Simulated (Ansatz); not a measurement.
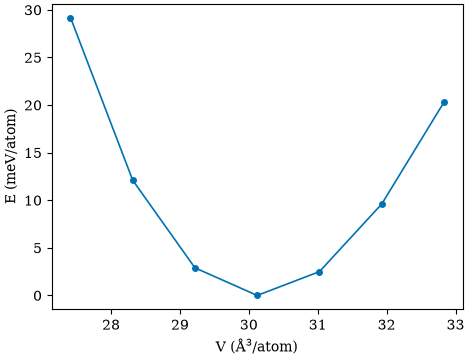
Figure. Tl (bcc (W type), Im-3m) under volume change, the program Ansatz at the r²SCAN level (PAW), scaled uniformly.

Task: What does a third-order Birch–Murnaghan fit give for V₀, B₀ and B′?

Result: V₀ = 30.12 Å³/atom, B₀ = 31.8 GPa, B′ = 5.1.

This is a known high-temperature phase of the composition, computed here at zero pressure and temperature. The cell was relaxed with r²SCAN under the symmetry of its start; its stability against distortions is not shown here. Scalar-relativistic: spin–orbit coupling is off unless named, which matters more the heavier the elements.

Potentials: the later of the program's two PAW sets.
